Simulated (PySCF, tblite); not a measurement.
# CH9NO3Si4: geometry, infrared bands, NMR shifts and electronic excitations

What infrared bands, NMR shifts and electronic excitations should CH9NO3Si4 (`N#C[SiH2]O[SiH](O[SiH3])O[SiH3]`) show?

Computed with tblite 0.8.0 and PySCF 2.14.0, with density-fitted response routines of our own, on a single molecule in the gas phase. Atoms count from 0, in the outputs and in this text.

## Step 1: Starting geometry

18 atoms, charge 0, multiplicity 1; geometry from: force field or distance geometry start.

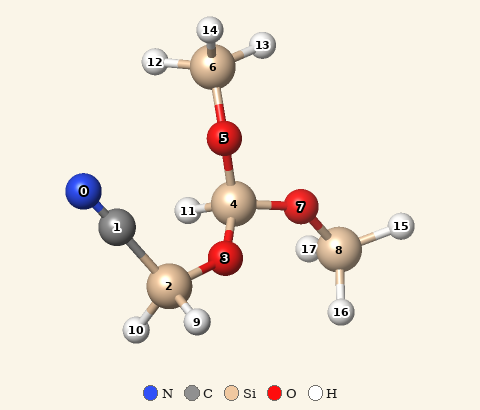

The starting geometry (nitrogen blue, carbon grey, silicon light orange, oxygen red, hydrogen white), atoms numbered.

## Step 2: Optimising the geometry with GFN2-xTB

Job settings and geometry (Å):

```
{"job": {"kind": "relax", "xc": "GFN2-xTB", "basis": "xTB"}, "charge": 0, "multiplicity": 1}
N      4.269900     0.166800    -0.143300
C      3.436500    -0.634900     0.002600
Si     2.107900    -1.934300     0.288400
O      0.557100    -1.393100    -0.035200
Si    -0.294000     0.000000     0.162900
O      0.360000     1.170100    -0.799900
Si     0.304900     2.815100    -0.973800
O     -1.867200    -0.232800    -0.231400
Si    -3.193500    -1.016700     0.370300
H      2.342600    -3.134400    -0.548800
H      2.125100    -2.406000     1.692800
H     -0.202100     0.416300     1.572100
H      0.786800     3.457600     0.283300
H     -1.091400     3.236000    -1.216800
H      1.144200     3.234000    -2.114800
H     -4.349100    -0.828900    -0.538600
H     -2.907400    -2.456900     0.522100
H     -3.539100    -0.451600     1.696600
```

Launch:

```sh
$ OMP_NUM_THREADS=1 python probes_run.py task.json out
```

The driver reads the jobs from task.json and runs them one after another.

The program printed:

```text
step      E/eV     max force
  0    -790.44160    2.455
  1    -790.37098    7.545
  2    -790.55814    0.678
  3    -790.59866    0.638
  4    -790.67022    0.886
  5    -790.68873    0.455
  6    -790.72521    0.645
  7    -790.74891    1.002
  8    -790.77371    0.795
  9    -790.78237    0.317
 10    -790.78747    0.224
 11    -790.79286    0.349
 12    -790.80024    0.504
 13    -790.80646    0.383
 14    -790.81002    0.129
 15    -790.81159    0.109
 16    -790.81279    0.170
 17    -790.81415    0.166
 18    -790.81533    0.088
 19    -790.81629    0.086
 20    -790.81719    0.090
 21    -790.81801    0.108
 22    -790.81871    0.071
 23    -790.81949    0.079
 24    -790.82069    0.111
 25    -790.82272    0.158
 26    -790.82559    0.197
 27    -790.82837    0.146
 28    -790.83022    0.092
 29    -790.83162    0.099
 30    -790.83366    0.174
 31    -790.83709    0.247
 32    -790.84118    0.225
 33    -790.84446    0.123
 34    -790.84656    0.098
 35    -790.84797    0.113
 36    -790.84985    0.119
 37    -790.85255    0.122
 38    -790.85566    0.110
 39    -790.85696    0.167
 40    -790.85900    0.117
 41    -790.85971    0.068
 42    -790.86088    0.070
 43    -790.86175    0.101
 44    -790.86385    0.149
 45    -790.86555    0.132
 46    -790.86679    0.061
 47    -790.86763    0.050
 48    -790.86871    0.117
 49    -790.87052    0.181
 50    -790.87045    0.230
 51    -790.87415    0.106
 52    -790.87580    0.088
 53    -790.87544    0.197
 54    -790.87825    0.078
 55    -790.87925    0.078
 56    -790.87368    0.352
 57    -790.88195    0.072
 58    -790.88346    0.070
 59    -790.88153    0.327
 60    -790.88718    0.061
 61    -790.88875    0.061
 62    -790.88907    0.265
 63    -790.89197    0.069
 64    -790.89296    0.072
 65    -790.89560    0.189
 66    -790.89765    0.104
 67    -790.90063    0.101
 68    -790.90398    0.161
 69    -790.90538    0.118
 70    -790.90624    0.177
 71    -790.90753    0.126
 72    -790.90932    0.106
 73    -790.91105    0.090
 74    -790.91281    0.109
 75    -790.91401    0.079
 76    -790.91484    0.085
 77    -790.91551    0.061
 78    -790.91633    0.064
 79    -790.91772    0.101
 80    -790.91868    0.117
 81    -790.91953    0.116
 82    -790.92042    0.096
 83    -790.92132    0.066
 84    -790.92218    0.066
 85    -790.92308    0.089
 86    -790.92416    0.112
 87    -790.92569    0.116
 88    -790.92797    0.137
 89    -790.92979    0.115
 90    -790.93130    0.097
 91    -790.93244    0.089
 92    -790.93351    0.076
 93    -790.93455    0.090
 94    -790.93563    0.072
 95    -790.93662    0.061
 96    -790.93732    0.047
 97    -790.93776    0.054
 98    -790.93815    0.048
 99    -790.93856    0.055
100    -790.93900    0.054
101    -790.93943    0.062
102    -790.93989    0.055
103    -790.94044    0.049
104    -790.94106    0.066
105    -790.94160    0.051
106    -790.94196    0.059
107    -790.94219    0.026
108    -790.94244    0.038
109    -790.94272    0.044
110    -790.94310    0.059
111    -790.94357    0.062
112    -790.94415    0.080
113    -790.94474    0.060
114    -790.94532    0.062
115    -790.94584    0.064
116    -790.94636    0.060
117    -790.94691    0.058
118    -790.94770    0.057
119    -790.94858    0.071
120    -790.95002    0.084
121    -790.95168    0.096
122    -790.95339    0.141
123    -790.95442    0.132
124    -790.95645    0.152
125    -790.95845    0.114
126    -790.96075    0.128
127    -790.96342    0.120
128    -790.96461    0.090
129    -790.96611    0.095
130    -790.96748    0.151
131    -790.96869    0.078
132    -790.96999    0.071
133    -790.97064    0.059
134    -790.97090    0.070
135    -790.97116    0.041
136    -790.97135    0.033
137    -790.97156    0.029
138    -790.97173    0.033
139    -790.97194    0.038
140    -790.97212    0.028
141    -790.97226    0.022
142    -790.97235    0.020
143    -790.97243    0.017
144    -790.97251    0.025
145    -790.97261    0.027
146    -790.97273    0.031
147    -790.97285    0.039
148    -790.97297    0.042
149    -790.97310    0.031
150    -790.97324    0.033
151    -790.97338    0.029
152    -790.97353    0.036
153    -790.97369    0.042
154    -790.97388    0.037
155    -790.97408    0.036
156    -790.97429    0.036
157    -790.97455    0.038
158    -790.97491    0.062
159    -790.97547    0.081
160    -790.97617    0.098
161    -790.97685    0.139
162    -790.97739    0.117
163    -790.97785    0.135
164    -790.97823    0.062
165    -790.97873    0.072
166    -790.97930    0.189
167    -790.97985    0.176
168    -790.98061    0.175
169    -790.98145    0.124
170    -790.98218    0.063
171    -790.98269    0.060
172    -790.98312    0.149
173    -790.98359    0.072
174    -790.98423    0.040
175    -790.98510    0.074
176    -790.98569    0.089
177    -790.98630    0.062
178    -790.98667    0.037
179    -790.98670    0.169
180    -790.98712    0.044
181    -790.98740    0.051
182    -790.98864    0.107
183    -790.98954    0.095
184    -790.99063    0.076
185    -790.99119    0.093
186    -790.99172    0.057
187    -790.99207    0.047
188    -790.99241    0.056
189    -790.99281    0.113
190    -790.99317    0.145
191    -790.99353    0.141
192    -790.99387    0.096
193    -790.99414    0.058
194    -790.99429    0.022
195    -790.99436    0.046
196    -790.99443    0.016
197    -790.99448    0.015
198    -790.99452    0.021
199    -790.99455    0.028
200    -790.99461    0.024
201    -790.99467    0.020
202    -790.99472    0.019
203    -790.99476    0.027
204    -790.99479    0.024
205    -790.99482    0.016
206    -790.99486    0.012
207    -790.99489    0.015
208    -790.99493    0.025
209    -790.99498    0.022
210    -790.99503    0.021
211    -790.99509    0.019
212    -790.99513    0.018
213    -790.99518    0.032
214    -790.99524    0.055
215    -790.99532    0.034
216    -790.99536    0.034
217    -790.99541    0.020
218    -790.99547    0.018
219    -790.99555    0.024
220    -790.99566    0.025
221    -790.99578    0.032
222    -790.99589    0.031
223    -790.99597    0.033
224    -790.99600    0.030
225    -790.99603    0.022
226    -790.99605    0.010
227    -790.99607    0.010
```

Run time: 4.6 s. Hardware: 1 thread of Arm Neoverse N1, shared host; peak memory 0.18 GiB.

Relaxation path: (not every step is listed) (the energy doesn't fall at every step)

```
step  energy from step 0 (eV)  largest force (eV/Å)
   0                   0.0000                2.4553
   1                   0.0706                7.5446
   2                  -0.1165                0.6777
   3                  -0.1571                0.6377
   4                  -0.2286                0.8857
   5                  -0.2471                0.4547
   6                  -0.2836                0.6448
   7                  -0.3073                1.0017
   8                  -0.3321                0.7952
  29                  -0.3900                0.0987
  50                  -0.4289                0.2304
  71                  -0.4659                0.1256
  92                  -0.4919                0.0757
 113                  -0.5031                0.0596
 134                  -0.5293                0.0699
 155                  -0.5325                0.0362
 176                  -0.5441                0.0894
 197                  -0.5529                0.0148
 218                  -0.5539                0.0177
 222                  -0.5543                0.0308
 223                  -0.5544                0.0332
 224                  -0.5544                0.0297
 225                  -0.5544                0.0217
 226                  -0.5544                0.0105
 227                  -0.5545                0.0105
```

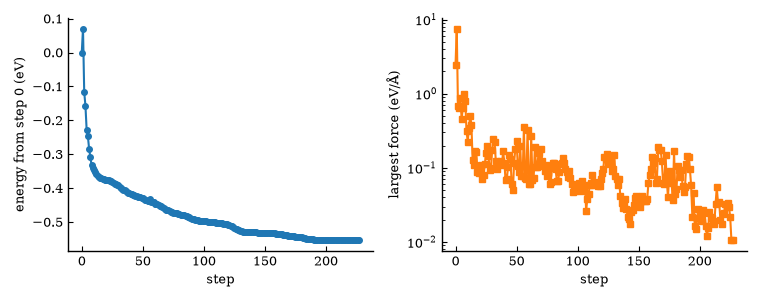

Energy and force, step by step.

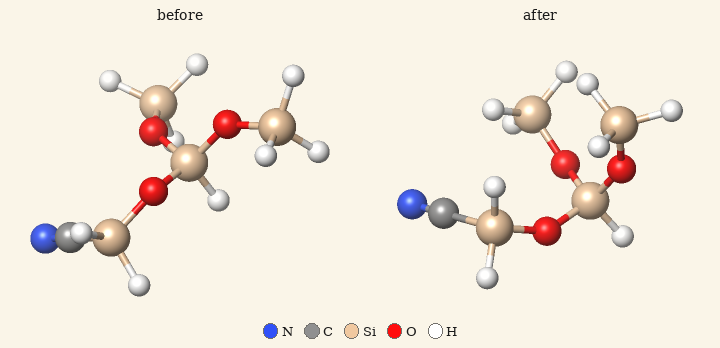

The geometry before (left) and after (right).

Distances of close pairs at the start and the end, largest changes first:

```
   bond  before (Å)  after (Å)  change (Å)
 Si2–O3       1.674      1.612      -0.062
 Si4–O5       1.650      1.606      -0.044
Si6–H12       1.492      1.458      -0.034
Si4–H11       1.472      1.438      -0.034
 O7–Si8       1.654      1.623      -0.031
 Si4–O7       1.638      1.610      -0.028
 O5–Si6       1.655      1.627      -0.028
Si8–H17       1.483      1.459      -0.023
```

The end geometry stands in the next job.

## Step 3: Harmonic vibrations with GFN2-xTB

Job settings and geometry (Å):

```
{"job": {"kind": "ir", "xc": "GFN2-xTB", "basis": "xTB"}, "charge": 0, "multiplicity": 1}
N      3.734177     0.128986    -1.084862
C      2.961875    -0.549776    -0.579661
Si     1.697418    -1.669042     0.234246
O      0.845558    -0.805158     1.295530
Si    -0.288969     0.335800     1.504148
O      0.072651     1.615195     0.602905
Si     0.185709     2.246659    -0.892769
O     -1.714894    -0.273499     1.070271
Si    -2.588550    -0.908107    -0.141967
H      0.861828    -2.194206    -0.846455
H      2.397744    -2.647295     1.059610
H     -0.318405     0.692239     2.897281
H      1.115271     3.352501    -0.698002
H     -1.158109     2.687237    -1.274150
H      0.673969     1.231746    -1.828600
H     -2.326264    -0.180650    -1.385547
H     -2.202402    -2.314791    -0.279717
H     -3.957366    -0.741522     0.336082
```

The program printed:

```text
mode    cm-1     km/mol
  1     -20.4      0.64
  2      10.9      2.60
  3      37.9      0.96
  4      47.9      0.24
  5      57.8      1.27
  6      63.3      0.58
  7      89.3      0.57
  8     100.1      1.79
  9     112.5      8.31
 10     134.9     11.92
 11     252.5     12.16
 12     259.7     16.29
 13     264.1     11.61
 14     347.9     33.65
 15     357.3     68.84
 16     514.1     48.16
 17     531.6     62.03
 18     581.6     48.73
 19     585.3     51.55
 20     598.6     34.48
 21     599.9     51.68
 22     607.4      7.46
 23     623.9     15.07
 24     624.6     45.22
 25     638.1     56.99
 26     704.7    256.02
 27     720.2    137.97
 28     737.8    169.48
 29     751.8    234.66
 30     756.5    404.56
 31     777.5    197.24
 32     785.4    200.22
 33     790.1    157.50
 34     806.3    252.66
 35     827.4    454.24
 36    1065.5    701.65
 37    1079.7    605.29
 38    1117.7    457.74
 39    2225.9    226.90
 40    2231.9    559.99
 41    2243.8    180.05
 42    2248.2     40.81
 43    2254.5    442.99
 44    2291.0    284.06
 45    2294.3    200.19
 46    2307.0    204.62
 47    2359.4     11.98
 48    2490.2    220.22
```

It took 1.9 s on 1 thread of Arm Neoverse N1, shared host; peak memory 0.18 GiB.

Which atoms move in the most intense modes:

```
cm⁻¹  km/mol                                   atoms
 756   404.6            H17 48 %, H16 16 %, H15 12 %
 827   454.2  H17 15 %, H16 15 %, H12 14 %, H13 14 %
1066   701.6              O3 49 %, O7 17 %, Si4 14 %
1080   605.3              O5 37 %, O7 34 %, Si4 19 %
1118   457.7               O5 31 %, O3 27 %, O7 25 %
2232   560.0                      H14 47 %, H13 33 %
2254   443.0   H14 27 %, H13 22 %, H9 22 %, H15 18 %
2291   284.1                      H17 83 %, H10 11 %
```

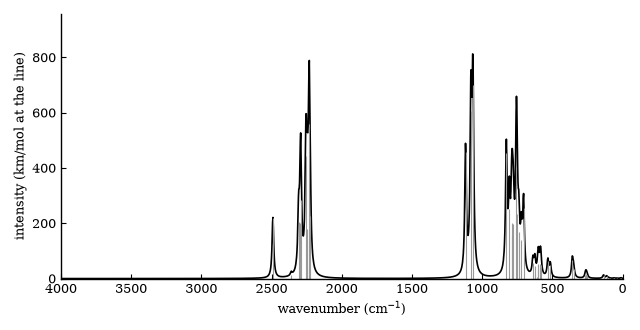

The infrared spectrum from these modes, unscaled. Lines are broadened to a width of 14 cm⁻¹ (Lorentzian).

## Step 4: Relaxing the molecule at PBE0-D3(BJ)/def2-SVP

Job settings and geometry (Å):

```
{"job": {"xc": "PBE0", "basis": "def2-SVP", "d3": "d3bj", "grid": 1, "shake": 0.01, "kind": "geom"}, "charge": 0, "multiplicity": 1}
N      3.754590     0.103430    -1.080680
C      2.956200    -0.554300    -0.581820
Si     1.677220    -1.671360     0.225590
O      0.878790    -0.802900     1.292000
Si    -0.291780     0.329120     1.493600
O      0.068740     1.620010     0.600520
Si     0.195290     2.244660    -0.892530
O     -1.699440    -0.268050     1.065220
Si    -2.590380    -0.902700    -0.122620
H      0.859130    -2.196640    -0.836430
H      2.388880    -2.650210     1.068440
H     -0.312600     0.693150     2.903980
H      1.086990     3.362710    -0.707600
H     -1.174800     2.690000    -1.267140
H      0.669520     1.220980    -1.828340
H     -2.326790    -0.166590    -1.378070
H     -2.200460    -2.303670    -0.281770
H     -3.966620    -0.735680     0.341910
```

The program printed:

```text
step   0  E = -1480.69056269  max force = 0.035967
step   1  E = -1480.70585348  max force = 0.004484
step   2  E = -1480.70604377  max force = 0.001692
step   3  E = -1480.70614660  max force = 0.001221
step   4  E = -1480.70624379  max force = 0.002436
step   5  E = -1480.70638763  max force = 0.002430
step   6  E = -1480.70651143  max force = 0.001504
step   7  E = -1480.70659502  max force = 0.001332
step   8  E = -1480.70668403  max force = 0.001846
step   9  E = -1480.70679816  max force = 0.002355
step  10  E = -1480.70690751  max force = 0.002351
step  11  E = -1480.70700770  max force = 0.002063
step  12  E = -1480.70714956  max force = 0.002472
step  13  E = -1480.70726183  max force = 0.001830
step  14  E = -1480.70737020  max force = 0.001869
step  15  E = -1480.70754201  max force = 0.004196
step  16  E = -1480.70765820  max force = 0.002724
step  17  E = -1480.70785087  max force = 0.001546
step  18  E = -1480.70795634  max force = 0.001990
step  19  E = -1480.70809939  max force = 0.001349
step  20  E = -1480.70784530  max force = 0.002253
step  21  E = -1480.70811253  max force = 0.001085
step  22  E = -1480.70818395  max force = 0.000935
step  23  E = -1480.70820158  max force = 0.000800
step  24  E = -1480.70822462  max force = 0.000460
step  25  E = -1480.70823569  max force = 0.000587
step  26  E = -1480.70825459  max force = 0.000836
step  27  E = -1480.70827490  max force = 0.000896
step  28  E = -1480.70834517  max force = 0.001129
step  29  E = -1480.70836873  max force = 0.001942
step  30  E = -1480.70850580  max force = 0.001259
step  31  E = -1480.70858826  max force = 0.000905
step  32  E = -1480.70868026  max force = 0.000788
step  33  E = -1480.70873328  max force = 0.000786
step  34  E = -1480.70875036  max force = 0.000695
step  35  E = -1480.70879718  max force = 0.000594
step  36  E = -1480.70883874  max force = 0.000553
step  37  E = -1480.70886663  max force = 0.000560
step  38  E = -1480.70887430  max force = 0.000749
step  39  E = -1480.70888938  max force = 0.000636
step  40  E = -1480.70891179  max force = 0.000511
step  41  E = -1480.70892403  max force = 0.000548
step  42  E = -1480.70894035  max force = 0.000369
step  43  E = -1480.70894755  max force = 0.000245
optimisation converged
```

Run time: 28 min. Hardware: 1 thread of Arm Neoverse N1, shared host; peak memory 0.93 GiB.

The steps of the relaxation: (not every step is listed)

```
step  energy from step 0 (eV)  largest force component (eV/Å)
   0                   0.0000                          1.8495
   1                  -0.4161                          0.2306
   2                  -0.4213                          0.0870
   3                  -0.4241                          0.0628
   4                  -0.4267                          0.1253
   5                  -0.4306                          0.1250
   6                  -0.4340                          0.0773
   7                  -0.4363                          0.0685
   8                  -0.4387                          0.0949
  11                  -0.4475                          0.1061
  14                  -0.4574                          0.0961
  17                  -0.4704                          0.0795
  20                  -0.4703                          0.1159
  23                  -0.4800                          0.0411
  26                  -0.4814                          0.0430
  29                  -0.4845                          0.0999
  32                  -0.4930                          0.0405
  35                  -0.4962                          0.0305
  38                  -0.4983                          0.0385
  39                  -0.4987                          0.0327
  40                  -0.4993                          0.0263
  41                  -0.4996                          0.0282
  42                  -0.5001                          0.0190
  43                  -0.5003                          0.0126
```

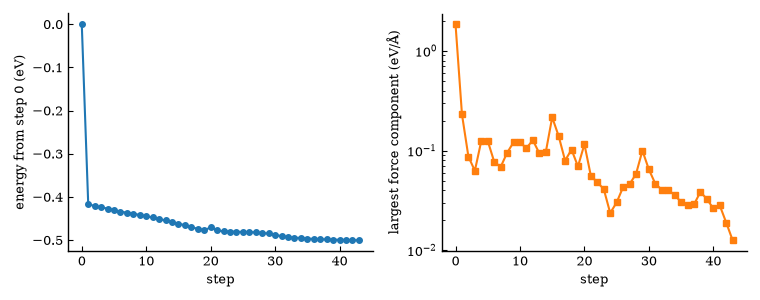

Energy and force, step by step.

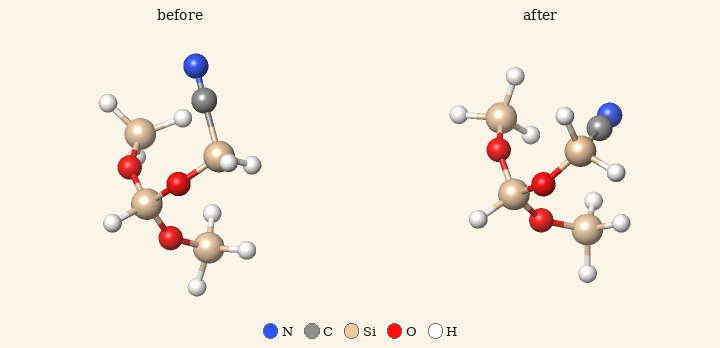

The geometry before (left) and after (right).

Close pairs (by a distance rule), those that changed most:

```
   bond  before (Å)  after (Å)  change (Å)
 Si2–O3       1.590      1.645      +0.055
 O7–Si8       1.615      1.665      +0.050
 Si4–O7       1.588      1.636      +0.049
Si6–H12       1.442      1.488      +0.046
 O5–Si6       1.623      1.669      +0.046
 Si2–H9       1.440      1.482      +0.043
Si8–H16       1.463      1.494      +0.031
Si8–H17       1.462      1.490      +0.028
```

The final coordinates are the input of the step that follows.

```
                         at the end point                value
  point group (found at 0.08 Å tolerance)                   C1
rotational constants (GHz, main isotopes)  0.805, 0.766, 0.631
                        dipole moment (D)                 1.76
```

[end of part 1 of 2]
